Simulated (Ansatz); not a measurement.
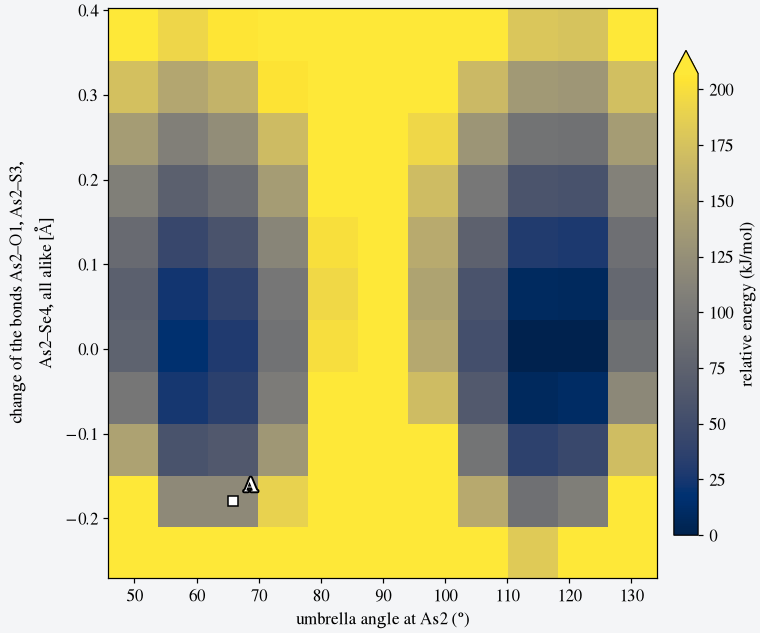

AsH₃OSSe, SMILES O[As](S)[SeH]. First axis: umbrella angle at As2 (between each of its bonds and their common axis; 90 is planar). Second axis: change of the bonds As2–O1, As2–S3, As2–Se4, all alike. Nothing is relaxed (all other coordinates rigid). Grid: 11 × 11 points. Points are written as (first, second). All energies are given in kJ/mol relative to the lowest grid point. Energies and slopes of some neighbouring points disagree (a jump in structure or state, or too coarse a mesh). Theory: Ansatz 0.2.0, RKS PBE-D4/def2-SVP.

Drawn: one coloured cell a grid point, one colour for all values above the top of the scale, the point A.

Q: Is A at rest? If not, where is it pushed?

A: A, at (65.9°, −0.179 Å), is not a stationary point. The computed force is 4.9 kJ/mol for each degree towards smaller values of the first coordinate and 1200 kJ/mol for each Å towards larger values of the second coordinate.
